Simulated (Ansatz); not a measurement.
**SiHClF2 (SMILES F[SiH](F)Cl): PBE0/6-311+G(d,p)**

Aim: the electronic atomisation energy of SiHClF2 at PBE0/6-311+G**, from 5 runs. 

The calculation is run with Ansatz 0.2.0.

44 further runs of the same task are left out: 44 set aside as unsound or not needed. Runs told in other sessions of the task aren't counted.

**1. The system as given**

SiHClF2 has 5 atoms, charge 0, and is taken as a singlet. As SMILES, `F[SiH](F)Cl`. Geometry: relaxed at PBE0-D4/def2-TZVP.

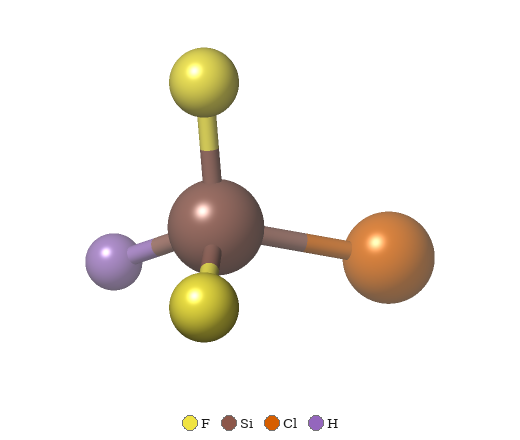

The structure, seen from a chosen angle (fluorine yellow, silicon brown, chlorine orange, hydrogen purple).

**2. The energy at PBE0/6-311+G(d,p)**

File input.yaml:

```yaml
crystal:
  periodic: [false, false, false]
  atoms:
    - symbol: F
      position_ang: [-0.339600, -0.621400, 1.420100]
    - symbol: Si
      position_ang: [0.095900, -0.000200, 0.037800]
    - symbol: F
      position_ang: [-0.033500, 1.566800, 0.156500]
    - symbol: Cl
      position_ang: [-1.157500, -0.656000, -1.401500]
    - symbol: H
      position_ang: [1.484600, -0.363000, -0.254200]
basis:
  gaussian: {orbitals: 6-311+G_st__st_-spherical.json}
hamiltonian: {xc: {name: PBE0}}
accuracy: high
output: {orbitals: {seedname: orbitals}}
```

The basis set 6-311+G** is read from a file made from the Basis Set Exchange's data (not shown).

Run with:

```bash
$ ansatz run input.yaml --threads 1 --pin off --max-ram 3480MiB --events-out events.jsonl --progress --plain --runs-dir runs
```

Log:

```text
Warning: RAYON_NUM_THREADS=1 ignored (pool sized by the plan → 1); use --threads N
Functional definition: PBE0
  name "PBE0"
  parameter a = 0.25
  parameter kappa = 0.804
  parameter beta = 0.06672455060314922
  exchange = (1 - a)*pbe_x(kappa = kappa, mu = beta*pi^2/3) + a*exact_x
  correlation = pbe_c(beta = beta)
1916 factors; integrals over basis functions are off by at most 4.4e-9 eV
mean field evaluation 1: about -25841.6096 eV, gradient 4.5e1 eV
mean field evaluation 2: about -25838.0354 eV, gradient 6.9e1 eV
mean field evaluation 4: about -25844.2834 eV, gradient 1.1e0 eV
mean field evaluation 8: about -25844.4256 eV, gradient 1.1e-1 eV
mean field evaluation 16: about -25844.4257 eV, gradient 3.8e-6 eV
mean field -25844.42568045 eV, -949.7651257756 hartree, gradient 4.1e-8 eV, S^2 0.000000; 0 other end points of the search recorded, 0 dependent functions left out
reference -25844.42568546 eV, -949.7651259599 hartree; 25, 25 occupied and 85, 85 virtual orbitals, 1916 factors
Total energy: -25844.42568546 eV, -949.7651259599 hartree
```

Wall time 9 s (1 thread of Arm Neoverse V1, shared host); peak memory 0.34 GiB.

**3. The Cl atom**

File in.yaml:

```yaml
crystal:
  periodic: [false, false, false]
  atoms:
    - {symbol: Cl, position_ang: [0.000000, 0.000000, 0.000000]}
basis:
  gaussian: {orbitals: 6-311+G_st__st_-spherical.json}
magnetization: {spin_polarized: true, initial_magnetization: 1}
hamiltonian: {xc: {name: PBE0}}
accuracy: high
```

The basis set 6-311+G** is read from a file made from the Basis Set Exchange's data (not shown).

Run the same way, it converges to -459.99608 Eh (log not shown).

**4. The F atom**

File job.yaml:

```yaml
crystal:
  periodic: [false, false, false]
  atoms:
    - {symbol: F, position_ang: [0.000000, 0.000000, 0.000000]}
basis:
  gaussian: {orbitals: 6-311+G_st__st_.json}
total_charge: 0
magnetization: {spin_polarized: true, initial_magnetization: 1}
hamiltonian: {xc: pbe0}
accuracy: high
```

The basis set 6-311+G** is read from a file made from the Basis Set Exchange's data (not shown).

Run with:

```bash
$ ansatz run job.yaml --threads 1 --pin off --max-ram 3480MiB --events-out events.jsonl --progress --plain --runs-dir runs
```

Log, cut to the lines that bear on the results:

```text
Warning: RAYON_NUM_THREADS=1 ignored (pool sized by the plan → 1); use --threads N
[... 7 set-up lines as earlier in the session ...]
175 factors; integrals over basis functions are off by at most 3.7e-9 eV
mean field evaluation 1: about -2711.9805 eV, gradient 5.3e0 eV
mean field evaluation 2: about -2712.0367 eV, gradient 2.3e0 eV
mean field evaluation 4: about -2712.0506 eV, gradient 3.3e-2 eV
mean field evaluation 8: about -2712.0508 eV, gradient 5.5e-4 eV
mean field -2712.05077668 eV, -99.6660277488 hartree, gradient 8.5e-9 eV, S^2 0.751342; 0 other end points of the search recorded, 0 dependent functions left out
reference -2712.05077828 eV, -99.6660278078 hartree; 5, 4 occupied and 17, 18 virtual orbitals, 175 factors
Total energy: -2712.05077828 eV, -99.6660278078 hartree
```

Run time: 0.34 s. Hardware: 1 thread of Arm Neoverse V1, shared host.

**5. The H atom**

File molecule.yaml:

```yaml
crystal:
  periodic: [false, false, false]
  atoms:
    - {symbol: H, position_ang: [0.000000, 0.000000, 0.000000]}
basis:
  gaussian: {orbitals: 6-311+G_st__st_.json}
magnetization: {spin_polarized: true, initial_magnetization: 1}
hamiltonian: {xc: {name: PBE0}}
accuracy: high
```

The basis set 6-311+G** is read from a file made from the Basis Set Exchange's data (not shown).

Run the same way, it converges to -0.50104 Eh (log not shown).

**6. The Si atom**

File in.yaml:

```yaml
crystal:
  periodic: [false, false, false]
  atoms:
    - {symbol: Si, position_ang: [0.000000, 0.000000, 0.000000]}
basis:
  gaussian: {orbitals: 6-311+G_st__st_-spherical.json}
magnetization: {spin_polarized: true, initial_magnetization: 2}
hamiltonian: {xc: {name: PBE0}}
accuracy: high
```

The basis set 6-311+G** is read from a file made from the Basis Set Exchange's data (not shown).

Run the same way, it converges to -289.25067 Eh (log not shown).

**7. Results**

At PBE0/6-311+G**:

| quantity | value |
| --- | --- |
| molecule: total energy | -949.76513 Eh |
| molecule: HOMO energy | -10.12 eV |
| molecule: LUMO energy | 0.14 eV |
| molecule: HOMO–LUMO gap | 10.26 eV |
| Cl atom: total energy | -459.99608 Eh |
| Cl atom: ⟨S²⟩ | 0.752 |
| F atom: total energy | -99.66603 Eh |
| F atom: ⟨S²⟩ | 0.751 |
| H atom: total energy | -0.50104 Eh |
| H atom: ⟨S²⟩ | 0.750 |
| Si atom: total energy | -289.25067 Eh |
| Si atom: ⟨S²⟩ | 2.003 |
| electronic atomisation energy | 18.648 eV |

Taking the molecule apart into free atoms costs 18.65 eV (1799 kJ/mol), before zero-point energy and without spin-orbit coupling.
